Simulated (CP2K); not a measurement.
**Two attempts at CH3FOSi (SMILES CO[Si]F)**

Wanted: energy and forces of CH3FOSi, GFN0-xTB.

The calculation is run with CP2K 2026.2.

2 further runs of the same task are left out: 2 set aside as unsound or not needed.

**1. The system as given**

CH3FOSi has 7 atoms, charge 0, and is taken as a singlet. SMILES: `CO[Si]F`. Geometry: relaxed at PBE0-D4/def2-TZVP. This is one conformer, not always the lowest.

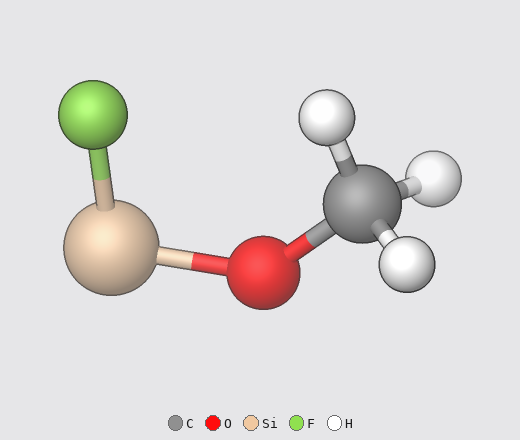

Viewed from a chosen angle; carbon grey, oxygen red, silicon light orange, fluorine green, hydrogen white.

**2. The input as first written**

Input file molecule.xyz:

```xyz
7

C     -0.503600     0.227100     0.591000
O      0.658100     0.670200    -0.085400
Si     1.551000     0.028500    -1.285700
F      0.775300    -1.362500    -1.591300
H     -0.842000    -0.740100     0.213800
H     -0.282000     0.142900     1.656600
H     -1.295700     0.965900     0.455500
```

Input file calc.inp:

```
&FORCE_EVAL
   METHOD QS
   &DFT
      &QS
         METHOD XTB
         EPS_DEFAULT 1.0E-10
         &XTB
            GFN_TYPE 0
            CHECK_ATOMIC_CHARGES F
         &END XTB
      &END QS
      &POISSON
         PERIODIC NONE
         POISSON_SOLVER ANALYTIC
      &END POISSON
      &SCF
         SCF_GUESS ATOMIC
         EPS_SCF 1.0E-07
         MAX_SCF 150
         ADDED_MOS 4
         &DIAGONALIZATION
            ALGORITHM STANDARD
         &END DIAGONALIZATION
         &MIXING
            METHOD DIRECT_P_MIXING
            ALPHA 0.4
         &END MIXING
         &SMEAR ON
            METHOD FERMI_DIRAC
            ELECTRONIC_TEMPERATURE [K] 300
         &END SMEAR
      &END SCF
      # extra output
      &PRINT
         &MOMENTS
            PERIODIC F
            REFERENCE COM
            MAX_MOMENT 1
         &END MOMENTS
         &MO ON
            ENERGIES T
            OCCUPATION_NUMBERS T
            NDIGITS 6
            &EACH
               QS_SCF 0
            &END EACH
            ADD_LAST NUMERIC
         &END MO
         &HIRSHFELD OFF
         &END HIRSHFELD
      &END PRINT
   &END DFT
   # structure
   &SUBSYS
      # box in angstrom
      &TOPOLOGY
         COORD_FILE_NAME molecule.xyz
         COORD_FILE_FORMAT XYZ
         &CENTER_COORDINATES
         &END CENTER_COORDINATES
      &END TOPOLOGY
   &END SUBSYS
   &PRINT
      &FORCES ON
      &END FORCES
   &END PRINT
&END FORCE_EVAL
&GLOBAL
   PROJECT_NAME calc
   RUN_TYPE ENERGY_FORCE
   PRINT_LEVEL MEDIUM
&END GLOBAL
```

Run with:

```console
$ OMP_NUM_THREADS=1 cp2k.psmp -i calc.inp -o calc.out
```

The program printed:

```text
CP2K| version string:                                       CP2K version 2026.2
 CP2K| Input file name                                                  calc.inp

 GLOBAL| Basis set file name                                           BASIS_SET
 GLOBAL| Potential file name                                           POTENTIAL
 GLOBAL| Coordinate file name                                       molecule.xyz
 GLOBAL| Method name                                                        CP2K
 GLOBAL| Project name                                                       calc
 GLOBAL| Run type                                                   ENERGY_FORCE
 GLOBAL| FFT library                                                       FFTW3
 GLOBAL| Diagonalization library                                       ScaLAPACK
 GLOBAL| Global print level                                               MEDIUM
 GLOBAL| Total number of message passing processes                             1
 GLOBAL| Number of threads for this process                                    1
 GLOBAL| CPU model name           Intel(R) Xeon(R) Platinum 8259CL CPU @ 2.50GHz

 *** WARNING in cell_methods.F:422 :: None of the keywords CELL_FILE_NAME, ***
 *** ABC, or A, B, C are specified in CELL section. CP2K will now attempt  ***
 *** to read TOPOLOGY/COORD_FILE_NAME if its format can be parsed for cell ***
 *** information.                                                          ***

 *******************************************************************************
 *   ___                                                                       *
 *  /   \                                                                      *
 * [ABORT]   The keyword CELL_FILE_FORMAT requested cell information from XYZ  *
 *  \___/      file, but it is not available from the file <molecule.xyz> as   *
 *    |                          CELL_FILE_NAME specified!                     *
 *  O/|                                                                        *
 * /| |                                                                        *
 * / \                                                      cell_methods.F:909 *
 *******************************************************************************

 ===== Routine Calling Stack =====

            3 read_cell_xyz
            2 topology_control
            1 CP2K
```

Run time: 0.99 s. Hardware: 1 thread of Intel Xeon Platinum 8259CL at 2.50GHz (Skylake/Cascade Lake), shared host; peak memory 0.17 GiB.

**3. What went wrong**

The input was rejected.

The telling line is `\___/      file, but it is not available from the file <molecule.xyz> as`. What is wrong: the input gives no cell.

**4. Try two**

molecule.xyz is that of step 2.

Input file molecule.inp:

```
&GLOBAL
  PROJECT molecule
  RUN_TYPE ENERGY_FORCE
  PRINT_LEVEL MEDIUM
&END GLOBAL
&FORCE_EVAL
  METHOD QS
  &DFT
    &QS
      METHOD XTB
      EPS_DEFAULT 1.0E-10
      &XTB
        GFN_TYPE 0
        CHECK_ATOMIC_CHARGES F
      &END XTB
    &END QS
    &POISSON
      PERIODIC NONE
      POISSON_SOLVER ANALYTIC
    &END POISSON
    &SCF
      SCF_GUESS ATOMIC
      EPS_SCF 1.0E-07
      MAX_SCF 67
      ADDED_MOS 4
      &DIAGONALIZATION
        ALGORITHM STANDARD
      &END DIAGONALIZATION
      &MIXING
        METHOD DIRECT_P_MIXING
        ALPHA 0.1
      &END MIXING
      &SMEAR ON
        METHOD FERMI_DIRAC
        ELECTRONIC_TEMPERATURE [K] 300
      &END SMEAR
    &END SCF
    &PRINT
      &MOMENTS
        PERIODIC F
        REFERENCE COM
        MAX_MOMENT 1
      &END MOMENTS
      &MO ON
        ENERGIES T
        OCCUPATION_NUMBERS T
        NDIGITS 6
        &EACH
          QS_SCF 0
        &END EACH
        ADD_LAST NUMERIC
      &END MO
      &HIRSHFELD OFF
      &END HIRSHFELD
    &END PRINT
  &END DFT
  &SUBSYS
    &CELL
      ABC 18.8 18.3 19.2
      PERIODIC NONE
    &END CELL
    &TOPOLOGY
      COORD_FILE_NAME molecule.xyz
      COORD_FILE_FORMAT XYZ
      &CENTER_COORDINATES
      &END CENTER_COORDINATES
    &END TOPOLOGY
  &END SUBSYS
  &PRINT
    &FORCES ON
    &END FORCES
  &END PRINT
&END FORCE_EVAL
```

Run with:

```console
$ OMP_NUM_THREADS=1 cp2k.psmp -i molecule.inp -o molecule.out
```

The program printed:

```text
CP2K| version string:                                       CP2K version 2026.2
[...]
 GLOBAL| Method name                                                        CP2K
[...]
 GLOBAL| Run type                                                   ENERGY_FORCE
[...]
                             - Atoms:                                          7
[...]
                             - Spherical basis functions:                     27
[...]
 Number of electrons:                                                         24
[...]
  Fermi energy:                                                -0.32593051011436
[...]
 TB_DIPOLE| Moment [Debye]          1.21962101       1.31595358      -0.12295196
 TB_DIPOLE| Derivative [a.u.]       0.00000000       0.00000000       0.00000000
[...]
 ENERGY| Total FORCE_EVAL ( QS ) energy [hartree]            -12.653180024050105
 FORCES| Atomic forces [hartree/bohr]
 FORCES|   Atom     x               y               z               |f|
 FORCES|      1  3.18424236E-03 -3.42349954E-03 -5.02711166E-03   6.86524581E-03
 FORCES|      2  1.63065481E-02 -3.04870248E-03 -1.59255476E-02   2.29961120E-02
 FORCES|      3 -7.38126779E-03  1.31108608E-02  1.53243223E-02   2.14758618E-02
 FORCES|      4 -4.98546052E-03 -3.66346963E-03  1.68682872E-03   6.41258275E-03
 FORCES|      5 -4.17282849E-03 -2.41245809E-03  1.87075927E-03   5.17031836E-03
 FORCES|      6 -2.87988850E-04 -1.24687603E-03  2.42853134E-03   2.74506865E-03
 FORCES|      7 -2.66324485E-03  6.84145005E-04 -3.57782377E-04   2.77289303E-03
 FORCES| Sum    -1.77809156E-17  1.33356867E-17  1.00993432E-16
 FORCES| Total atomic force                                       1.03410226E-16
[...]
```

Run time: 1.1 s. Hardware: 1 thread of Intel Xeon Platinum 8259CL at 2.50GHz (Skylake/Cascade Lake), shared host; peak memory 0.19 GiB.

**5. What came out**

At GFN0-xTB:

| quantity | value |
| --- | --- |
| total energy | -12.65318 Eh |
| dipole moment (from atomic charges alone) | 1.80 D |
| HOMO energy | -10.20 eV |
| LUMO energy | -7.97 eV |
| HOMO–LUMO gap | 2.22 eV |
| dispersion energy | -3.79 kJ/mol |
| largest force on an atom | 1.183 eV/Å |

The dipole comes from point charges on the atoms alone, without atomic dipoles, so it is partial. The largest force is 1.18 eV/Å: the shape isn't a stationary point for this species at this level.
